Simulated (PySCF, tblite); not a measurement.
**CH₉FS₂Si₃: geometry, infrared bands and NMR shifts**

Aim: predict the infrared bands and NMR shifts of CH₉FS₂Si₃ (`CS[SiH2]S[Si@@H](F)[SiH3]`).

Programs: tblite 0.8.0 and PySCF 2.14.0, with density-fitted response routines of our own. Each step states its level of theory. These are calculated values for one molecule in the gas phase, unless marked as measured. Atoms count from 0, in the outputs and in this text.

## Step 1: The molecule as given

16 atoms, charge 0, multiplicity 1; geometry from: force field or distance geometry start.

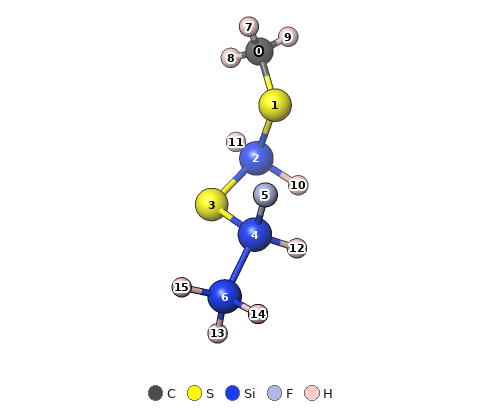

The starting geometry (carbon dark grey, sulfur yellow, silicon blue, fluorine light blue, hydrogen pink), atoms numbered.

## Step 2: Geometry optimisation with GFN2-xTB

Job settings and geometry (Å):

```
{"job": {"kind": "relax", "xc": "GFN2-xTB", "basis": "xTB"}, "charge": 0, "multiplicity": 1}
C      3.915900     0.311900     0.125800
S      2.236200    -0.326700     0.367400
Si     1.082900     0.188000    -1.344900
S     -0.646400     1.312000    -0.676300
Si    -1.806600    -0.129700     0.455100
F     -1.000600    -0.425100     1.885400
Si    -3.886700     0.547600     0.805700
H      4.353100     0.620400     1.105600
H      3.858900     1.182300    -0.560000
H      4.570800    -0.457600    -0.310800
H      0.522500    -1.081000    -1.876800
H      1.842600     0.909600    -2.350400
H     -1.867900    -1.341900    -0.379900
H     -4.656700     0.733100    -0.427100
H     -4.566200    -0.539000     1.548700
H     -3.959500     1.772600     1.621000
```

The run is started by

```sh
OMP_NUM_THREADS=1 python probes_run.py task.json out
```

The driver reads the jobs from task.json and runs them one after another.

The log of the run:

```text
step      E/eV     max force
  0    -632.82265    1.781
  1    -632.94367    0.717
  2    -632.97785    0.493
  3    -632.99432    0.548
  4    -633.04129    0.541
  5    -633.07106    0.515
  6    -633.09200    0.304
  7    -633.09943    0.200
  8    -633.10521    0.244
  9    -633.11138    0.312
 10    -633.11851    0.259
 11    -633.12372    0.217
 12    -633.12733    0.136
 13    -633.13001    0.201
 14    -633.13303    0.242
 15    -633.13640    0.197
 16    -633.13910    0.152
 17    -633.14120    0.172
 18    -633.14347    0.155
 19    -633.14591    0.131
 20    -633.14844    0.131
 21    -633.15097    0.184
 22    -633.15339    0.219
 23    -633.15578    0.192
 24    -633.15807    0.115
 25    -633.15994    0.097
 26    -633.16168    0.142
 27    -633.16354    0.162
 28    -633.16511    0.129
 29    -633.16611    0.078
 30    -633.16673    0.062
 31    -633.16733    0.079
 32    -633.16842    0.115
 33    -633.17045    0.154
 34    -633.17353    0.172
 35    -633.17644    0.136
 36    -633.17822    0.090
 37    -633.17962    0.097
 38    -633.18155    0.123
 39    -633.18502    0.189
 40    -633.19027    0.240
 41    -633.19514    0.232
 42    -633.19869    0.145
 43    -633.20060    0.133
 44    -633.20108    0.151
 45    -633.20302    0.108
 46    -633.20438    0.110
 47    -633.20604    0.096
 48    -633.20775    0.120
 49    -633.20966    0.123
 50    -633.21136    0.087
 51    -633.21266    0.084
 52    -633.21371    0.087
 53    -633.21457    0.091
 54    -633.21524    0.085
 55    -633.21584    0.075
 56    -633.21655    0.074
 57    -633.21740    0.066
 58    -633.21829    0.079
 59    -633.21873    0.082
 60    -633.21916    0.070
 61    -633.21958    0.051
 62    -633.22013    0.067
 63    -633.22090    0.052
 64    -633.22201    0.066
 65    -633.22312    0.078
 66    -633.22408    0.071
 67    -633.22498    0.068
 68    -633.22589    0.075
 69    -633.22671    0.084
 70    -633.22746    0.086
 71    -633.22825    0.080
 72    -633.22931    0.082
 73    -633.23041    0.078
 74    -633.23140    0.072
 75    -633.23213    0.056
 76    -633.23271    0.054
 77    -633.23333    0.058
 78    -633.23412    0.083
 79    -633.23489    0.089
 80    -633.23563    0.077
 81    -633.23611    0.048
 82    -633.23652    0.037
 83    -633.23668    0.040
 84    -633.23711    0.052
 85    -633.23754    0.065
 86    -633.23812    0.054
 87    -633.23864    0.049
 88    -633.23898    0.050
 89    -633.23919    0.049
 90    -633.23940    0.045
 91    -633.23973    0.036
 92    -633.23997    0.044
 93    -633.24034    0.057
 94    -633.24068    0.046
 95    -633.24095    0.036
 96    -633.24112    0.027
 97    -633.24127    0.037
 98    -633.24143    0.043
 99    -633.24162    0.035
100    -633.24188    0.044
101    -633.24217    0.035
102    -633.24246    0.033
103    -633.24269    0.031
104    -633.24282    0.026
105    -633.24292    0.041
106    -633.24306    0.029
107    -633.24341    0.031
108    -633.24377    0.041
109    -633.24409    0.047
110    -633.24429    0.033
111    -633.24442    0.023
112    -633.24455    0.029
113    -633.24476    0.044
114    -633.24504    0.048
115    -633.24531    0.041
116    -633.24552    0.044
117    -633.24567    0.040
118    -633.24586    0.029
119    -633.24615    0.036
120    -633.24663    0.042
121    -633.24697    0.052
122    -633.24730    0.048
123    -633.24757    0.040
124    -633.24762    0.078
125    -633.24789    0.030
126    -633.24801    0.024
127    -633.24820    0.026
128    -633.24836    0.033
129    -633.24855    0.030
130    -633.24865    0.020
131    -633.24871    0.017
132    -633.24876    0.018
133    -633.24884    0.024
134    -633.24898    0.033
135    -633.24918    0.039
136    -633.24939    0.034
137    -633.24951    0.021
138    -633.24957    0.018
139    -633.24962    0.018
140    -633.24968    0.016
141    -633.24981    0.020
142    -633.24987    0.023
143    -633.24995    0.024
144    -633.25001    0.021
145    -633.25011    0.030
146    -633.25022    0.029
147    -633.25033    0.025
148    -633.25040    0.016
149    -633.25042    0.011
150    -633.25043    0.008
```

It took 3.5 s on 1 thread of Intel Xeon Platinum 8259CL at 2.50GHz, shared host; peak memory 0.18 GiB.

Step by step: (not every step is listed)

| step | energy from step 0 (eV) | largest force (eV/Å) |
| --- | --- | --- |
| 0 | 0.0000 | 1.7811 |
| 1 | -0.1210 | 0.7168 |
| 2 | -0.1552 | 0.4927 |
| 3 | -0.1717 | 0.5480 |
| 4 | -0.2186 | 0.5409 |
| 5 | -0.2484 | 0.5148 |
| 6 | -0.2694 | 0.3041 |
| 7 | -0.2768 | 0.1997 |
| 8 | -0.2826 | 0.2437 |
| 21 | -0.3283 | 0.1836 |
| 34 | -0.3509 | 0.1720 |
| 47 | -0.3834 | 0.0962 |
| 60 | -0.3965 | 0.0698 |
| 73 | -0.4078 | 0.0781 |
| 86 | -0.4155 | 0.0544 |
| 99 | -0.4190 | 0.0354 |
| 112 | -0.4219 | 0.0287 |
| 125 | -0.4252 | 0.0295 |
| 138 | -0.4269 | 0.0185 |
| 145 | -0.4275 | 0.0304 |
| 146 | -0.4276 | 0.0293 |
| 147 | -0.4277 | 0.0252 |
| 148 | -0.4278 | 0.0158 |
| 149 | -0.4278 | 0.0114 |
| 150 | -0.4278 | 0.0079 |

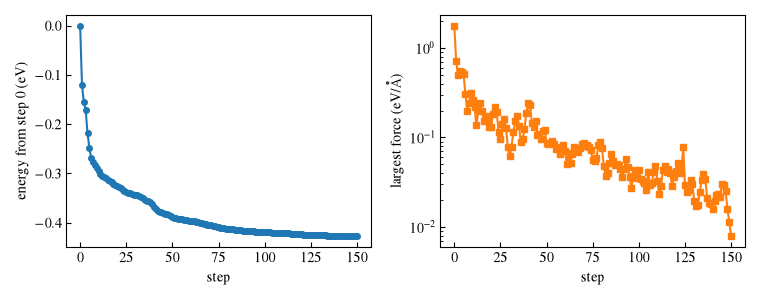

Energy and force, step by step.

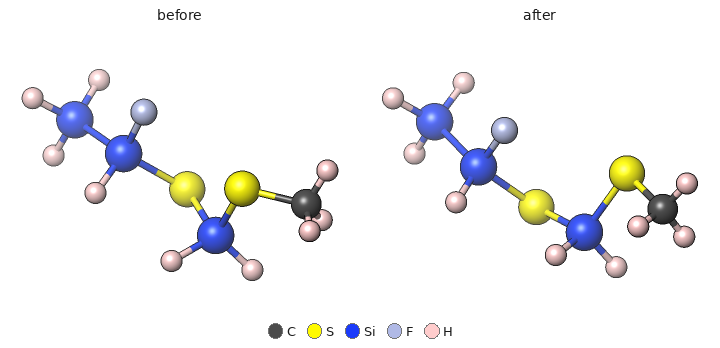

The geometry before (left) and after (right).

Distances of close pairs at the start and the end, largest changes first:

| bond | before (Å) | after (Å) | change (Å) |
| --- | --- | --- | --- |
| Si4–Si6 | 2.216 | 2.303 | +0.087 |
| Si4–F5 | 1.668 | 1.615 | -0.053 |
| Si2–S3 | 2.168 | 2.131 | -0.038 |
| C0–H7 | 1.116 | 1.085 | -0.032 |
| Si2–H10 | 1.486 | 1.458 | -0.028 |
| C0–H8 | 1.110 | 1.085 | -0.024 |
| C0–H9 | 1.101 | 1.085 | -0.015 |
| Si6–H14 | 1.481 | 1.466 | -0.015 |

The final coordinates are the input of the step that follows.

## Step 3: Vibrational analysis with GFN2-xTB

Job settings and geometry (Å):

```
{"job": {"kind": "ir", "xc": "GFN2-xTB", "basis": "xTB"}, "charge": 0, "multiplicity": 1}
C      3.823887     0.215218     0.104084
S      2.196421     0.845140     0.617356
Si     1.138667     0.461306    -1.195569
S     -0.887897     1.106981    -1.069814
Si    -1.869922    -0.325964     0.225970
F     -0.928022    -0.536811     1.521126
Si    -3.915880     0.514478     0.866889
H      4.492036     0.350193     0.947766
H      4.183548     0.781017    -0.749367
H      3.748828    -0.838766    -0.144055
H      1.185461    -0.968074    -1.477706
H      1.688276     1.262270    -2.274962
H     -1.695083    -1.618808    -0.425405
H     -4.738801     0.828274    -0.301130
H     -4.615419    -0.514294     1.642978
H     -3.813698     1.714266     1.700428
```

The log of the run:

```text
mode    cm-1     km/mol
  1      -8.0      1.08
  2      19.6      0.05
  3      33.6      3.71
  4      37.3      2.77
  5      77.1      1.05
  6      98.1      2.83
  7     114.0      4.47
  8     128.0      0.51
  9     155.8     10.34
 10     182.3     10.93
 11     214.4      9.88
 12     395.4     90.22
 13     460.2     59.77
 14     464.8     65.10
 15     473.1     17.33
 16     495.0     45.96
 17     518.3     58.64
 18     561.2    119.36
 19     588.4     30.53
 20     632.4    615.23
 21     682.6     80.47
 22     706.2    418.65
 23     726.1     60.00
 24     757.8    237.52
 25     776.9    266.68
 26     787.9     58.46
 27     790.2    238.41
 28     808.9    250.44
 29     947.9      0.00
 30     958.6      6.33
 31    1324.8      2.45
 32    1454.4      4.42
 33    1460.8      9.12
 34    2240.9    286.52
 35    2252.3     77.48
 36    2270.3    189.06
 37    2275.2    224.19
 38    2293.2    377.34
 39    2352.4    167.38
 40    3032.8      5.12
 41    3037.0     10.74
 42    3062.9      1.05
```

It took 1.8 s on 1 thread of Intel Xeon Platinum 8259CL at 2.50GHz, shared host; peak memory 0.18 GiB.

The strongest bands and the atoms that carry them (share of the mass-weighted mode):

| cm⁻¹ | km/mol | atoms |
| --- | --- | --- |
| 632 | 615.2 | H12 74 %, Si4 11 % |
| 706 | 418.6 | H12 29 %, H11 28 %, H10 27 % |
| 758 | 237.5 | H10 47 %, H11 45 % |
| 777 | 266.7 | H15 32 %, H14 24 %, H13 23 % |
| 790 | 238.4 | H13 46 %, H14 46 % |
| 809 | 250.4 | F5 43 %, Si4 34 % |
| 2241 | 286.5 | H14 96 % |
| 2293 | 377.3 | H10 85 % |

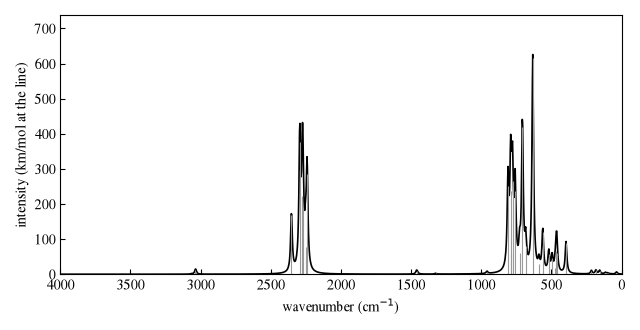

The infrared spectrum from these modes, unscaled. Lines are broadened to a width of 14 cm⁻¹ (Lorentzian).

## Step 4: NMR shieldings: PBE0/pcSseg-1

The job, as its differences from that of step 3:

```diff
@@ -1,2 +1,2 @@
-{"job": {"kind": "ir", "xc": "GFN2-xTB", "basis": "xTB"}, "charge": 0, "multiplicity": 1}
+{"job": {"kind": "nmr", "xc": "PBE0", "basis": "pcSseg-1"}, "charge": 0, "multiplicity": 1}
 C      3.823887     0.215218     0.104084
```

Level: GIAO PBE0/pcSseg-1 NMR shielding, non-relativistic, gas phase.

The log of the run:

```text
coarse grid: 15872 points
cycle   1  E = -1807.3540161712  dE =  3.680e-01  |g| = 6.071e-01  |ddm| = 3.676e+00
cycle   2  E = -1807.2814447691  dE =  7.257e-02  |g| = 9.323e-01  |ddm| = 1.473e+00
cycle   3  E = -1807.4272092965  dE = -1.458e-01  |g| = 7.970e-02  |ddm| = 8.702e-01
cycle   4  E = -1807.4283661379  dE = -1.157e-03  |g| = 3.394e-02  |ddm| = 1.280e-01
cycle   5  E = -1807.4286312387  dE = -2.651e-04  |g| = 5.037e-03  |ddm| = 4.650e-02
cycle   6  E = -1807.4286376902  dE = -6.452e-06  |g| = 1.589e-03  |ddm| = 9.350e-03
final grid: 130432 points
cycle   7  E = -1807.4770142197  dE = -2.197e-05  |g| = 7.217e-03  |ddm| = 2.293e-02
cycle   8  E = -1807.4770070403  dE =  7.179e-06  |g| = 8.766e-03  |ddm| = 1.461e-02
cycle   9  E = -1807.4770261429  dE = -1.910e-05  |g| = 6.406e-04  |ddm| = 8.552e-03
cycle  10  E = -1807.4770262501  dE = -1.072e-07  |g| = 1.108e-04  |ddm| = 8.283e-04
cycle  11  E = -1807.4770262530  dE = -2.919e-09  |g| = 3.838e-05  |ddm| = 1.980e-04
cycle  12  E = -1807.4770262534  dE = -4.275e-10  |g| = 9.542e-06  |ddm| = 6.988e-05
converged SCF energy = -1807.4770262534

GIAO shielding tensors (ppm)
atom      isotropic    diamagn.    paramagn.     s11        s22        s33       span
  0 C      173.946     251.239     -77.292    163.551    166.227    192.061     28.510
  1 S      685.542    1061.138    -375.596    585.489    598.435    872.701    287.212
  2 Si     360.009     880.921    -520.912    302.356    363.178    414.494    112.138
  3 S      697.683    1062.271    -364.589    544.361    750.571    798.116    253.755
  4 Si     314.941     879.942    -565.001    258.922    316.695    369.205    110.283
  5 F      354.838     475.283    -120.445    311.193    326.825    426.495    115.302
  6 Si     464.814     879.377    -414.563    451.988    464.437    478.018     26.030
  7 H       29.592      28.426       1.165     23.735     26.554     38.485     14.750
  8 H       29.809      28.362       1.447     23.914     27.647     37.866     13.952
  9 H       29.779      30.305      -0.526     23.816     28.072     37.450     13.634
 10 H       26.217      31.138      -4.921     22.131     25.383     31.137      9.006
 11 H       26.284      29.855      -3.571     21.521     25.228     32.101     10.580
 12 H       25.449      30.286      -4.837     22.523     23.583     30.240      7.717
 13 H       28.326      28.173       0.152     24.617     26.647     33.712      9.095
 14 H       28.142      27.835       0.307     24.560     25.732     34.134      9.574
 15 H       27.993      28.681      -0.688     24.437     26.455     33.087      8.650
```

Wall time 71 s (1 thread of Intel Xeon Platinum 8259CL at 2.50GHz, shared host); peak memory 0.89 GiB.

The references, computed at this level on geometries of the same kind, shield at (ppm): ¹H TMS 31.72, ¹³C TMS 186.9, ²⁹Si TMS 349.2, ¹⁹F CFCl3 170.9, ³³S CS2 504. Their shielding less the atom's gives the shift. The references are single molecules in the gas phase, so shifts against H2O, NH3, PH3, H3PO4 or CFCl3 are not on the usual liquid scales and can be off by tens of ppm. Atoms listed in one row are averaged.

| atoms | environment | σ (ppm) | δ (ppm) | δ scaled to CDCl3 |
| --- | --- | --- | --- | --- |
| C0 | methyl carbon bonded to S | 173.9 | 13.0 | 6.3 |
| H12 | hydrogen on a silicon bonded to F, S, Si | 25.45 | 6.27 | – |
| H10 | hydrogen on a silicon bonded to 2 S | 26.22 | 5.50 | – |
| H11 | hydrogen on a silicon bonded to 2 S | 26.28 | 5.43 | – |
| H13, H14, H15 | hydrogen on a silicon bonded to Si | 28.15 | 3.56 | – |
| H7, H8, H9 | hydrogen on a methyl carbon bonded to S | 29.73 | 1.99 | 1.98 |
| S1 | sulfur bonded to C, Si | 686 | -182 | – |
| S3 | sulfur bonded to 2 Si | 698 | -194 | – |
| Si4 | silicon bonded to F, S, Si, H | 314.9 | 34.2 | – |
| Si2 | silicon bonded to 2 S, 2 H | 360.0 | -10.9 | – |
| Si6 | silicon bonded to Si, 3 H | 464.8 | -115.7 | – |
| F5 | fluorine bonded to Si | 354.8 | -183.9 | – |

The scaled column applies a straight-line fit of computed shieldings to shifts measured in CDCl3, with any fitted terms for Cl, Br or S neighbours, and one for carbons that bear F (root-mean-square error 0.16 ppm for H, 1.9 ppm for C).

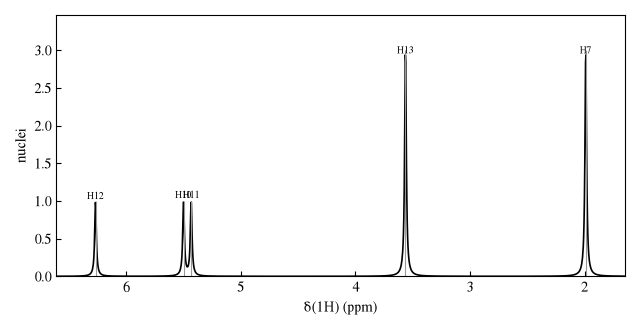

¹H lines at the computed shifts, without couplings. Lines are broadened to a width of 0.02 ppm (Lorentzian).

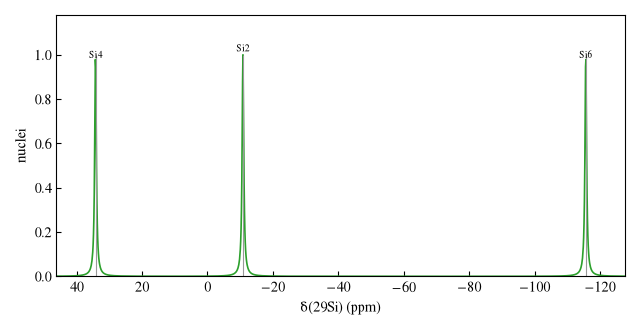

²⁹Si lines at the computed shifts, without couplings. Lines are broadened to a width of 0.60 ppm (Lorentzian).

Charges from the same density, by scheme (e):

| atoms | Mulliken | IAO | Hirshfeld | ESP fit |
| --- | --- | --- | --- | --- |
| C0 | -0.41 | -0.50 | -0.11 | -0.44 |
| S1 | -0.26 | -0.16 | -0.09 | -0.19 |
| Si2 | 0.55 | 0.63 | 0.28 | 0.33 |
| S3 | -0.55 | -0.43 | -0.18 | -0.38 |
| Si4 | 0.74 | 0.86 | 0.33 | 0.53 |
| F5 | -0.41 | -0.53 | -0.20 | -0.28 |
| Si6 | 0.16 | 0.28 | 0.23 | 0.21 |

IAO charges:

C0 -0.50; S1 -0.16; Si2 0.63; S3 -0.43; Si4 0.86; F5 -0.53; Si6 0.28; H7 0.18; H8 0.16; H9 0.16; H10 -0.13; H11 -0.11; H12 -0.13; H13 -0.09; H14 -0.09; H15 -0.08

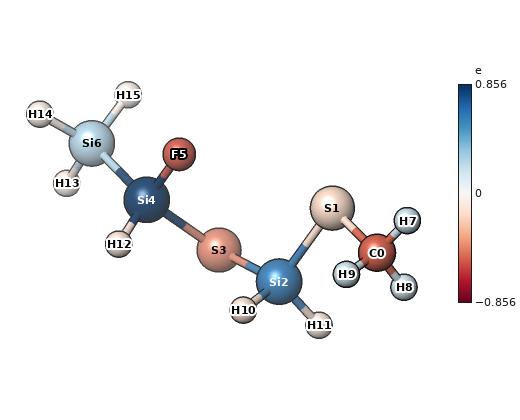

IAO charges, as colours on the atoms.

Mayer bond orders: C0–S1 0.99, S1–Si2 1.00, Si2–S3 0.95, S3–Si4 0.95, Si4–F5 0.91, Si4–Si6 0.90.

The fields below are evaluated on a grid from the run's orbitals.

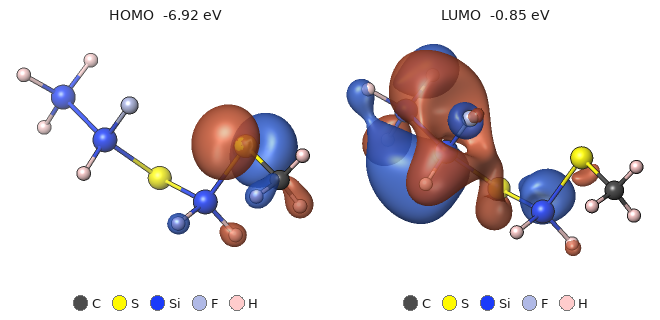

Frontier orbitals at PBE0/pcSseg-1; each surface holds 70 % of the orbital's density, blue and red mark the sign.

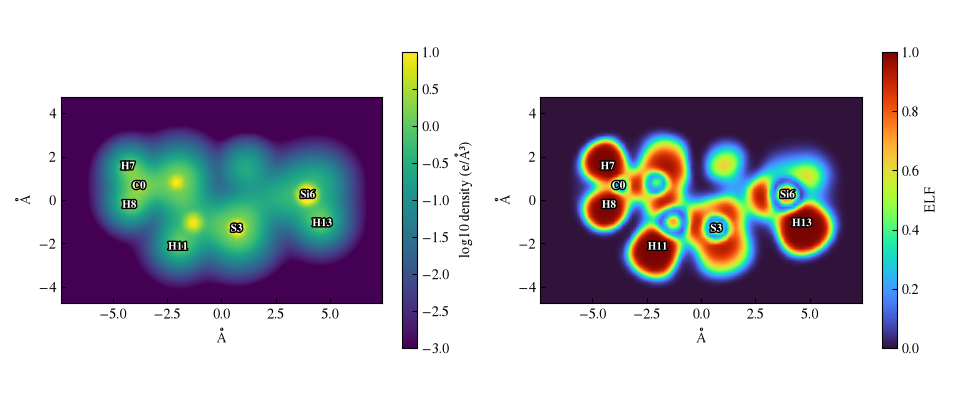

Density (left) and ELF (right) in a plane through or near 7 of the atoms.

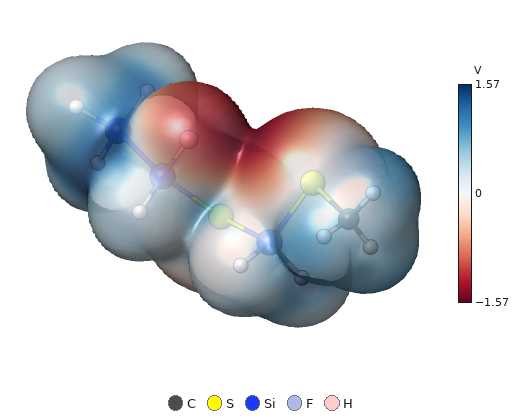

Electrostatic potential on the surface of density 0.002 e/bohr³; red is low, blue high. It runs, from the 1st to the 99th percentile, from -1.34 V near F5 to 1.57 V near H12.

## Step 5: Results

```
                                                              quantity                             value
                             strongest single infrared mode (GFN2-xTB)              632 cm⁻¹, 615 km/mol
                                          zero-point energy (GFN2-xTB)                     58.1 kcal/mol
                                ¹³C shifts against TMS (PBE0/pcSseg-1)                          13.0 ppm
¹H shifts against TMS (PBE0/pcSseg-1, means over atoms taken as alike)  6.27, 5.50, 5.43, 3.56, 1.99 ppm
                                ³³S shifts against CS2 (PBE0/pcSseg-1)                    -182, -194 ppm
                               ²⁹Si shifts against TMS (PBE0/pcSseg-1)           34.2, -10.9, -115.7 ppm
                              ¹⁹F shifts against CFCl3 (PBE0/pcSseg-1)                        -183.9 ppm
                                 surface potential, 1st and 99th percentile                -1.34 V and 1.57 V
```

Relaxing lowered the energy by 0.428 eV in 150 steps; the close pair that moved most is Si4–Si6, from 2.216 to 2.303 Å. The lowest mode is slightly imaginary (8i cm⁻¹), a soft motion within the noise of the Hessian, so the minimum is not strictly shown. The strongest single mode, at 632 cm⁻¹, moves mainly H12. GFN2-xTB is a fitted tight-binding method: band positions and strengths are rough. Its intensities can rank the bands wrongly. At PBE0/pcSseg-1: The largest span, 287 ppm, is at S1, where the paramagnetic term is -376 ppm. By nearest atom (PBE0/pcSseg-1), the HOMO sits on S1 79 % and the LUMO on Si4 27 %; H12 12 %.
